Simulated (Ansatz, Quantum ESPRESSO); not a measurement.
# MoSi2N4, 2 layers, AA stacking: the dipole at a withheld member of a series

**Set-up.** Quantum ESPRESSO 7.5, PBE, GBRV ultrasoft. Cell and atoms are relaxed without a field with a D3(BJ) correction and then held. Sawtooth field with dipole correction, 17 Å of vacuum in the starting cell, Fermi-Dirac smearing of 0.002 Ry; bands along a path at each field. The series steps the field along the normal.

```tsv
field along the normal	dipole (e Å)
0 V/Å	−0.000
0.05 V/Å	0.031
0.1 V/Å	0.062
0.2 V/Å	0.125
0.3 V/Å	0.188
```

To predict: What is the dipole at 0.4 V/Å?

**Fit.** The rows at 0.2 V/Å and 0.3 V/Å give a slope of (0.188 − (0.125))/(0.3 − (0.2)) = 0.63, so a straight line gives 0.251 e Å. A parabola through these and the row at 0.1 V/Å gives 0.251 e Å.

**Check.** 0.250 e Å. The line misses by +0.001 and the parabola by +0.001 e Å. Both misses are under 5 % of the step from the nearer row.

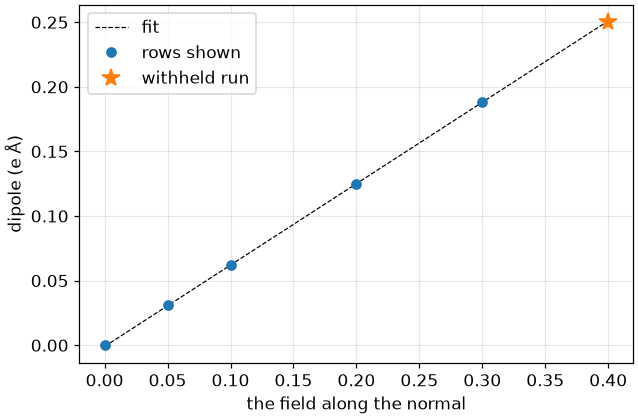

The rows shown, the fit and the withheld run.

Caveats: Ions are held; semilocal gaps are too small; in strong fields empty levels can belong to the vacuum; one stacking. Members without a usable value, or on the other side of zero field or charge, are not listed.

[Logs are printed without paths, hosts, clocks, repeated set-up lines and the standing remarks that a program may print on its own settings, such as how far it seeks lower states.]
